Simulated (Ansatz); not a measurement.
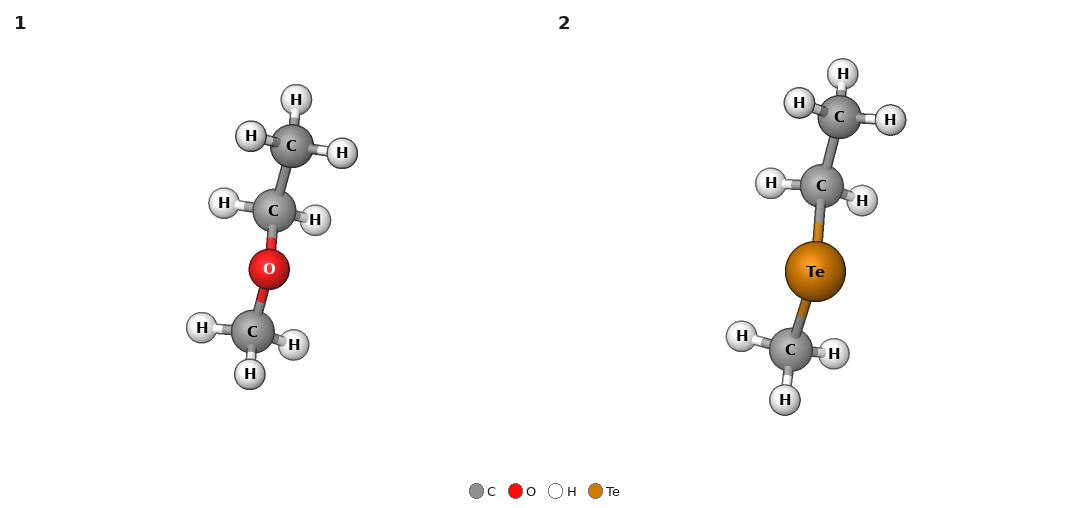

2 molecules with one skeleton, seen from the same side and at one scale. Each species is neutral and a spin singlet. Computed geometries: PBE0-D4/def2-TZVP optimisations, one conformation each. Properties computed with Ansatz 0.2.0. Elements past Kr carry core potentials.

One atom differs, called X below: O in panel 1, Te in panel 2. Their formulas are C3H8O (`CCOC`), C3H8Te (`CC[Te]C`).

### In which is the HOMO energy (Kohn–Sham orbital) higher (PBE-D4/def2-TZVPP)?

In panel 2 (X = Te).

### In which is the HOMO–LUMO gap larger (PBE-D4/def2-TZVPP)?

In panel 1 (X = O).

Give the values. With PBE0-D4/def2-TZVP: mean length of X–C (Å), angle C–X–C (°). With PBE-D4/def2-TZVPP: dipole moment (D), HOMO energy (Kohn–Sham orbital) (eV), HOMO–LUMO gap (eV).

```json
{"quantity": "mean length of X–C (Å)", "1 (O)": "1.402", "2 (Te)": "2.144", "2 − 1": "+0.742"}
{"quantity": "angle C–X–C (°)", "1 (O)": "112.4", "2 (Te)": "94.6", "2 − 1": "−17.8"}
{"quantity": "dipole moment (D)", "1 (O)": "1.01", "2 (Te)": "1.39", "2 − 1": "+0.38"}
{"quantity": "HOMO energy (Kohn–Sham orbital) (eV)", "1 (O)": "−5.78", "2 (Te)": "−4.58", "2 − 1": "+1.20"}
{"quantity": "HOMO–LUMO gap (eV)", "1 (O)": "6.33", "2 (Te)": "3.36", "2 − 1": "−2.97"}
```
